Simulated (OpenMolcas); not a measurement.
**Run report: BSiH$_{5}$, single-point calculation (part 2 of 2)**

The same run, continued: BSiH$_{5}$ (BH2(SiH3)), SMILES [H]B([H])[SiH3]; CASPT2/ANO-RCC-VDZ, DKH2 (OpenMolcas 26.06). The geometry comes from this level: GFN2-xTB.

Geometry of the input (Å):
```
B  0.5955  1.0386  0.0060
H  1.7651  1.0769  0.0274
H  0.0392  2.0670  -0.0480
Si -0.3777  -0.6580  0.0184
H  -1.7138  -0.6057  0.6330
H  0.3005  -1.7642  0.7131
H  -0.6090  -1.1546  -1.3498
```

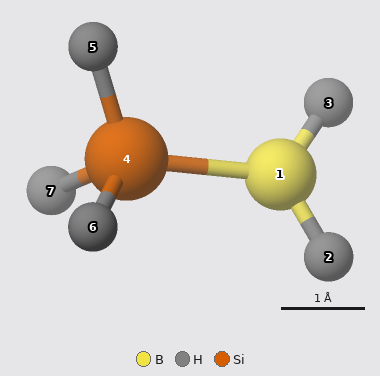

*The input geometry (ball-and-stick view, seen at a tilt; atoms are numbered from 1 in the order of the input).*

Log, continued
```
      ************************************************************************************************************************
      *                                                    Final results                                                     *
      ************************************************************************************************************************

++    Final optimization conditions:
      ------------------------------

      Average CI energy                            -317.05764126
      RASSCF energy for state  1                   -317.05764126
      Super-CI energy                                -0.00000000
      RASSCF energy change                           -0.00000000
      Max change in MO coefficients              -7.966E-06
      Max non-diagonal density matrix element     7.273E-06
      Maximum BLB matrix element                 -1.762E-07
      (orbital pair  12,  26 in symmetry   1)
      Norm of electronic gradient            4.466E-07
--

      Final state energy(ies):
      ------------------------

::    RASSCF root number  1 Total energy:   -317.05764126

++    Molecular orbitals:
      -------------------

      Pseudonatural active orbitals and approximate occupation numbers

      MOLECULAR ORBITALS FOR SYMMETRY SPECIES 1: a

      INDEX  ENERGY  OCCUPATION COEFFICIENTS ...
          1  -68.9226    2.0000
                14 SI4    1s     ( 1.0000)
          2   -7.6203    2.0000
                 1 B1     1s     ( 0.9995)
          3   -6.1481    2.0000
                15 SI4    2s     ( 0.9989)
          4   -4.2260    2.0000
                24 SI4    2pz    ( 0.9991)
          5   -4.2256    2.0000
                18 SI4    2px    ( 0.8673)  21 SI4    2py    (-0.4960)
          6   -4.2254    2.0000
                18 SI4    2px    ( 0.4958)  21 SI4    2py    ( 0.8677)
          7   -0.7077    2.0000
                 6 B1     2py    ( 0.1002)  10 H2     1s     ( 0.1132)  12 H3     1s     ( 0.1131)  16 SI4    3s     ( 0.5054)
                22 SI4    3py    (-0.1360)  27 H5     1s     ( 0.2715)  29 H6     1s     ( 0.2713)  31 H7     1s     ( 0.2800)

          8   -0.6622    2.0000
                 2 B1     2s     (-0.4708)   4 B1     2px    (-0.1069)   6 B1     2py    (-0.1859)  10 H2     1s     (-0.3540)
                12 H3     1s     (-0.3539)  16 SI4    3s     ( 0.2527)
          9   -0.5247    2.0000
                 4 B1     2px    ( 0.4093)   6 B1     2py    (-0.2347)  10 H2     1s     ( 0.3828)  12 H3     1s     (-0.3827)
                19 SI4    3px    ( 0.1478)  27 H5     1s     (-0.1881)  29 H6     1s     ( 0.1888)
         10   -0.4770    2.0000
                25 SI4    3pz    ( 0.4011)  26 SI4    4pz    (-0.1082)  27 H5     1s     ( 0.3095)  29 H6     1s     ( 0.3061)
                31 H7     1s     (-0.6191)
         11   -0.4590    2.0000
                 4 B1     2px    (-0.1977)   6 B1     2py    ( 0.1134)  10 H2     1s     (-0.2077)  12 H3     1s     ( 0.2079)
                19 SI4    3px    ( 0.3093)  22 SI4    3py    (-0.1779)  27 H5     1s     (-0.5198)  29 H6     1s     ( 0.5217)

         12   -0.5013    1.9853
                 2 B1     2s     (-0.4191)   4 B1     2px    ( 0.2607)   6 B1     2py    ( 0.4538)  16 SI4    3s     (-0.2193)
                19 SI4    3px    (-0.1880)  22 SI4    3py    (-0.3282)  27 H5     1s     ( 0.1048)  29 H6     1s     ( 0.1045)
                31 H7     1s     ( 0.1063)
         13    0.4966    0.0147
                 2 B1     2s     (-0.5328)   3 B1     3s     ( 0.3242)   4 B1     2px    ( 0.3134)   5 B1     3px    (-0.2009)
                 6 B1     2py    ( 0.5446)   7 B1     3py    (-0.3501)  16 SI4    3s     ( 0.4433)  17 SI4    4s     (-0.2299)
                19 SI4    3px    ( 0.3204)  20 SI4    4px    (-0.1218)  22 SI4    3py    ( 0.5594)  23 SI4    4py    (-0.2121)
                27 H5     1s     (-0.1076)  29 H6     1s     (-0.1082)
         14    0.0453    0.0000
                 8 B1     2pz    ( 0.8684)   9 B1     3pz    ( 0.2375)  25 SI4    3pz    ( 0.3322)  26 SI4    4pz    ( 0.1385)
                27 H5     1s     (-0.2710)  28 H5     2s     (-0.1359)  29 H6     1s     (-0.2678)  30 H6     2s     (-0.1343)
                31 H7     1s     ( 0.5650)  32 H7     2s     ( 0.2885)
         15    0.0972    0.0000
                 1 B1     1s     (-0.1038)   2 B1     2s     (-0.7440)   3 B1     3s     (-0.1926)   4 B1     2px    (-0.1673)
                 6 B1     2py    (-0.2921)   7 B1     3py    (-0.1445)  10 H2     1s     ( 0.3691)  11 H2     2s     ( 0.3583)
                12 H3     1s     ( 0.3692)  13 H3     2s     ( 0.3584)  15 SI4    2s     (-0.3759)  16 SI4    3s     (-1.6031)
                17 SI4    4s     (-0.6210)  19 SI4    3px    ( 0.2635)  22 SI4    3py    ( 0.4590)  23 SI4    4py    ( 0.1624)
                27 H5     1s     ( 0.5780)  28 H5     2s     ( 0.5055)  29 H6     1s     ( 0.5767)  30 H6     2s     ( 0.5046)
                31 H7     1s     ( 0.5956)  32 H7     2s     ( 0.5226)
--

      Von Neumann Entropy (Root   1) =  0.06272

      Mulliken population analysis for root number:  1
      -----------------------------------------------

++    Molecular charges:
      ------------------

      Mulliken charges per centre and basis function type
      ---------------------------------------------------

                B1      H2      H3      SI4     H5      H6      H7
      1s       2.0005  1.0430  1.0429  2.0000  1.2488  1.2488  1.2331
      2s       1.1680  0.0011  0.0011  1.9960 -0.0313 -0.0313 -0.0261
      2px      0.9727  0.0000  0.0000  2.0000  0.0000  0.0000  0.0000
      2pz      0.0198  0.0000  0.0000  2.0000  0.0000  0.0000  0.0000
      2py      0.9853  0.0000  0.0000  2.0001  0.0000  0.0000  0.0000
      3s      -0.0149  0.0000  0.0000  1.1321  0.0000  0.0000  0.0000
      3px     -0.0144  0.0000  0.0000  0.6815  0.0000  0.0000  0.0000
      3pz     -0.0018  0.0000  0.0000  0.7048  0.0000  0.0000  0.0000
      3py     -0.0189  0.0000  0.0000  0.6768  0.0000  0.0000  0.0000
      4s       0.0000  0.0000  0.0000 -0.0109  0.0000  0.0000  0.0000
      4px      0.0000  0.0000  0.0000 -0.0037  0.0000  0.0000  0.0000
      4pz      0.0000  0.0000  0.0000 -0.0112  0.0000  0.0000  0.0000
      4py      0.0000  0.0000  0.0000  0.0082  0.0000  0.0000  0.0000
      Total    5.0963  1.0441  1.0440 13.1736  1.2175  1.2174  1.2070

      N-E     -0.0963 -0.0441 -0.0440  0.8264 -0.2175 -0.2174 -0.2070

      Total electronic charge=   24.000000

      Total            charge=   -0.000000
--

      Expectation values of various properties for root number:  1
      -----------------------------------------------------------

++    Molecular properties:
      ---------------------

      Charge (e):
                      =   -0.0000
      Dipole Moment (debye):
      Origin of the operator (angstrom)=   -0.0961   -0.1671    0.0126
                   X=  4.3132E-01               Y=  7.4781E-01               Z= -1.5880E-02           Total=  8.6343E-01
      Quadrupole Moment (debye*angstrom):
      Origin of the operator (angstrom)=   -0.0961   -0.1671    0.0126
                  XX= -2.5325E+01              XY= -2.0317E-01              XZ=  3.2292E-02              YY= -2.5542E+01
                  YZ=  2.3993E-01              ZZ= -2.2788E+01
      In traceless form (debye*angstrom)
                  XX= -1.1593E+00              XY= -3.0475E-01              XZ=  4.8439E-02              YY= -1.4856E+00
                  YZ=  3.5989E-01              ZZ=  2.6449E+00
--

      LoProp population analysis for root number:  1
      -----------------------------------------------

++    LoProp analysis:
      ----------------

++    Static properties:
      ------------------

      LoProp Charges per center

                   B1       H2       H3       SI4      H5       H6       H7
      Nuclear      5.0000   1.0000   1.0000  14.0000   1.0000   1.0000   1.0000
      Electronic  -5.1137  -0.9828  -0.9828 -13.6555  -1.0927  -1.0927  -1.0799

      Total       -0.1137   0.0172   0.0172   0.3445  -0.0927  -0.0927  -0.0799
--

      Natural Bond Order analysis for root number:  1

++    Natural Bond Order analysis
      ---------------------------
      Based on LoProp computed density
      -------------------------------------------------------------------------------------
      Atom A       Atom B       Bond Order
      -------------------------------------------------------------------------------------
      NBO located      0.995 non-bonded electrons on atom B1
      NBO located      1.007 non-bonded electrons on atom SI4
      NBO located      1.000 non-bonded electrons on atom SI4
      NBO located      0.998 non-bonded electrons on atom SI4
      NBO located      0.998 non-bonded electrons on atom SI4
      NBO located      0.998 non-bonded electrons on atom SI4
      The remaining    7.910 electrons are to be considered as diffuse
--

--

      Average orbitals are written to the RASORB file
      Natural orbitals for root   1 are written to the RASORB.1 file
      Spin density orbitals for root   1 are written to the SPDORB.1 file

--- Stop Module: rasscf /rc=_RC_ALL_IS_WELL_ ---

--- Start Module: caspt2 ---

                                              &CASPT2

                       available to each process: 1.9 GB of memory, 1 thread

++    Wave function specifications:
      -----------------------------

      Number of closed shell electrons          16
      Number of electrons in active shells       2
      Max number of holes in RAS1 space          0
      Max number of electrons in RAS3 space      0
      Number of inactive orbitals                8
      Number of active orbitals                  2
      Number of secondary orbitals              19
      Spin quantum number                      0.0
      State symmetry                             1
      Number of CSFs                             3
      Number of CASSCF root(s) available         1
      CASPT2 state passed to geometry opt.       1
      A file JOBMIX will be created
      This is a CASSCF or RASSCF reference function
--

++    Orbital specifications:
      -----------------------

      Symmetry species                           1
                                                 a
      Frozen orbitals                            3
      Inactive orbitals                          8
      Active orbitals                            2
      Secondary orbitals                        19
      Deleted orbitals                           0
      Number of basis functions                 32
--

++    CASPT2 specifications:
      ----------------------

      Type of calculation                        SS-CASPT2
      Fock operator                              state-specific
      IPEA shift                                 0.00
      Real shift                                 0.10
      Imaginary shift                            0.00
      The input orbitals will be transformed to quasi-canonical
--

--------------------------------------------------------------------------------
 Estimated memory requirements:
  POLY3 :                   250070
  RHS:                      267044
  SIGMA :                   263680
  PRPCTL:                        0
 Available workspace:    232490749

++ CASPT2 computation for group   1

********************************************************************************
 Multi-State initialization phase begins for group   1
--------------------------------------------------------------------------------
********************************************************************************
 Compute H0 matrices for state    1
--------------------------------------------------------------------------------
--------------------------------------------------------------------------------
 H0 matrices have been computed.

********************************************************************************
  CASPT2 EQUATION SOLUTION
--------------------------------------------------------------------------------

  Total nr of CASPT2 parameters:
   Before reduction:       22145
   After  reduction:       20724

 Variance of |WF0>:       0.2328245532

 The contributions to the second order correlation energy in atomic units.
-----------------------------------------------------------------------------------------------------------------------------
  IT.      VJTU        VJTI        ATVX        AIVX        VJAI        BVAT        BJAT        BJAI        TOTAL       RNORM
-----------------------------------------------------------------------------------------------------------------------------
   1    -0.000000   -0.000417   -0.000000   -0.008555   -0.003561   -0.002803   -0.010024   -0.067130   -0.092490    0.005540
   2    -0.000000   -0.000436   -0.000000   -0.008733   -0.003624   -0.002863   -0.010113   -0.067257   -0.093025    0.000796
   3    -0.000000   -0.000437   -0.000000   -0.008734   -0.003624   -0.002863   -0.010108   -0.067250   -0.093016    0.000159
   4    -0.000000   -0.000437   -0.000000   -0.008733   -0.003623   -0.002862   -0.010106   -0.067246   -0.093007    0.000029
   5    -0.000000   -0.000437   -0.000000   -0.008733   -0.003623   -0.002862   -0.010106   -0.067246   -0.093007    0.000006
-----------------------------------------------------------------------------------------------------------------------------

  FINAL CASPT2 RESULT:

      Reference energy:        -317.0576412553
      E2 (Non-variational):      -0.0930072687
      Shift correction:          -0.0042720170
      E2 (Variational):          -0.0972792858
      Total energy:            -317.1549205410
      Residual norm:              0.0000007867
      Reference weight:           0.95903

      Contributions to the CASPT2 correlation energy
      Active & Virtual Only:         -0.0028617873
      One Inactive Excited:          -0.0188390127
      Two Inactive Excited:          -0.0713064688

++ Denominators, etc.
--------------------------------------------------------------------------------------------------------------
 Report on small energy denominators, large coefficients, and large energy contributions.
CASE  SYMM ACTIVE-MIX  NON-ACTIVE INDICES          DENOMINATOR     RHS VALUE       COEFFICIENT     CONTRIBUTION
BJAIP    1  Se1.028 In1.008 Se1.032 In1.009         2.97850619      0.07916719     -0.02585681     -0.00204701
--

   (Skipping property calculation,
    use PROP keyword to activate)
--

  Total CASPT2 energies:
::    CASPT2 Root  1     Total energy:   -317.15492054

  A NEW JOBIPH FILE NAMED 'JOBMIX' IS PREPARED.
********************************************************************************
--- Stop Module: caspt2 /rc=_RC_ALL_IS_WELL_ ---

.##################.
.# Happy landing! #.
.##################.

    Timing: Wall=2.13 User=1.72 System=0.40
```

Results in brief

| quantity | value |
| --- | --- |
| outcome | converged |
| total energy | −317.154921 hartree |
| CASSCF energy | −317.057641 hartree |
| basis functions | 32 |
| hardware | 1 thread of Arm Neoverse V1, 24 GiB of memory available, shared host |
| wall time | 2.4 s |
| peak memory | 0.085 GiB |
